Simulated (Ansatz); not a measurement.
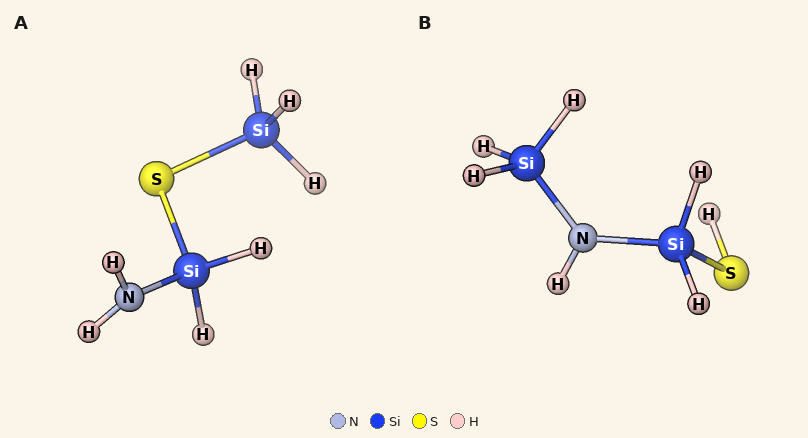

Distant atoms are faded towards the background colour. The geometry was computed by an optimisation with PBE0-D4/def2-TZVP. No frequency run is at hand to confirm it as a minimum.

Q: How are A and B related: the same structure turned, mirror images, conformers, diastereomers or constitutional isomers?

A: They are constitutional isomers of H7NSSi2: A is N[SiH2]S[SiH3], B is [SiH3]N[SiH2]S
